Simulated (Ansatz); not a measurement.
**InCl2F (SMILES [F][In]([Cl])[Cl]): B3LYP/def2-SVP (core potential)**

Aim: the vertical ionisation energy of InCl2F at B3LYP/def2-SVP (core potential), from 2 runs. 

Program for the calculation: Ansatz 0.2.0.

38 further runs of the same task are left out: 7 that didn't finish, 31 set aside as unsound or not needed. Runs told in other sessions of the task aren't counted.

**1. The system as given**

InCl2F has 4 atoms, charge 0, and is taken as a singlet. As SMILES, `[F][In]([Cl])[Cl]`. The shape is that of a PBE0-D4/def2-TZVP optimisation.

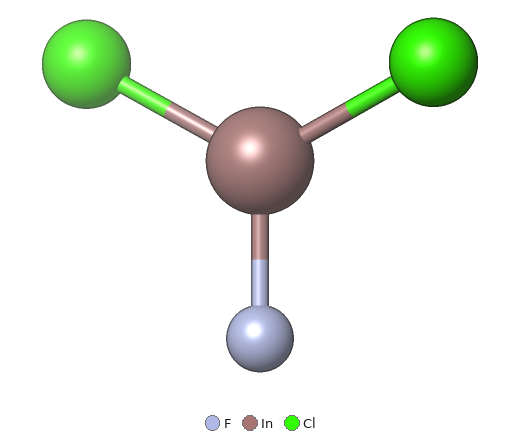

The structure, seen from a chosen angle (fluorine light blue, indium brown, chlorine green).

**2. A single-point energy at B3LYP/def2-SVP (core potential)**

The input, in.yaml:

```yaml
crystal:
  periodic: [false, false, false]
  atoms:
    - {symbol: F, position_ang: [0.230900, 0.992100, 1.678900]}
    - {symbol: In, position_ang: [0.019100, 0.009200, 0.035600]}
    - {symbol: Cl, position_ang: [1.200200, -1.933300, -0.195800]}
    - {symbol: Cl, position_ang: [-1.394700, 0.871700, -1.539000]}
basis:
  gaussian: {orbitals: def2-SVP}
output: {orbitals: {seedname: orbitals}}
hamiltonian: {xc: {name: B3LYP}}
accuracy: high
```

The run is started by

```bash
ansatz run in.yaml --threads 1 --pin off --max-ram 3480MiB --events-out events.jsonl --progress --plain --runs-dir runs
```

Log:

```text
Warning: RAYON_NUM_THREADS=1 ignored (pool sized by the plan → 1); use --threads N
Functional definition: B3LYP
  name "B3LYP"
  parameter a0 = 0.2
  parameter ax = 0.72
  parameter ac = 0.81
  exchange = (1 - a0 - ax)*slater_x + ax*b88_x + a0*exact_x
  correlation = (1 - ac)*vwn_rpa_c + ac*lyp_c
1561 factors; integrals over basis functions are off by at most 3.4e-9 eV
mean field evaluation 1: about -32927.9343 eV, gradient 4.3e1 eV
mean field evaluation 2: about -32907.1294 eV, gradient 1.2e2 eV
mean field evaluation 4: about -32931.4209 eV, gradient 6.1e0 eV
mean field evaluation 8: about -32931.5584 eV, gradient 1.9e-1 eV
mean field evaluation 16: about -32931.5584 eV, gradient 1.4e-5 eV
mean field -32931.55842887 eV, -1210.2124504490 hartree, gradient 7.3e-8 eV, S^2 0.000000; 0 other end points of the search recorded, 0 dependent functions left out
reference -32931.55846742 eV, -1210.2124518658 hartree; 32, 32 occupied and 44, 44 virtual orbitals, 1561 factors
Total energy: -32931.55846742 eV, -1210.2124518658 hartree
```

It took 5.7 s on 1 thread of Arm Neoverse V2, shared host; peak memory 0.25 GiB.

**3. The doublet cation at the same level**

The input, molecule.yaml:

```yaml
basis:
  gaussian:
    orbitals: def2-SVP
crystal:
  periodic: [false, false, false]
  atoms:
    - {symbol: F, position_ang: [0.230900, 0.992100, 1.678900]}
    - {symbol: In, position_ang: [0.019100, 0.009200, 0.035600]}
    - {symbol: Cl, position_ang: [1.200200, -1.933300, -0.195800]}
    - {symbol: Cl, position_ang: [-1.394700, 0.871700, -1.539000]}
output:
  orbitals: {seedname: orbitals}
accuracy: high
hamiltonian:
  xc: {name: B3LYP}
total_charge: 1
magnetization:
  spin_polarized: true
  initial_magnetization: 1
```

The run is started by

```bash
ansatz run molecule.yaml --threads 1 --pin off --max-ram 3480MiB --events-out events.jsonl --progress --plain --runs-dir runs
```

Log (excerpt; [...] marks lines left out):

```text
Warning: RAYON_NUM_THREADS=1 ignored (pool sized by the plan → 1); use --threads N
Functional definition: B3LYP
  name "B3LYP"
[...]
1561 factors; integrals over basis functions are off by at most 3.4e-9 eV
[...]
mean field -32919.95162976 eV, -1209.7859084490 hartree, gradient 3.5e-8 eV, S^2 0.755494; 10 other end points of the search recorded, 0 dependent functions left out
reference -32919.95166862 eV, -1209.7859098773 hartree; 32, 31 occupied and 44, 45 virtual orbitals, 1561 factors
Total energy: -32919.95166862 eV, -1209.7859098773 hartree
```

Run time: 56 s. Hardware: 1 thread of Arm Neoverse V2, shared host; peak memory 0.5 GiB.

**4. Summary of results**

Level: B3LYP/def2-SVP (core potential).

| quantity | value |
| --- | --- |
| singlet InCl2F: total energy | -1210.21245 Eh |
| singlet InCl2F: HOMO energy | -9.10 eV |
| singlet InCl2F: LUMO energy | -3.12 eV |
| singlet InCl2F: HOMO–LUMO gap | 5.98 eV |
| doublet cation: total energy | -1209.78591 Eh |
| doublet cation: HOMO energy (highest over α and β) | -15.01 eV |
| doublet cation: LUMO energy (lowest over α and β) | -14.10 eV |
| doublet cation: ⟨S²⟩ | 0.755 |
| vertical ionisation energy (to the doublet cation) | 11.607 eV |

In words: Removing an electron at fixed nuclei costs 11.61 eV (268 kcal/mol). −ε(HOMO) before ionisation, 9.10 eV, is 2.51 eV below this ionisation energy.
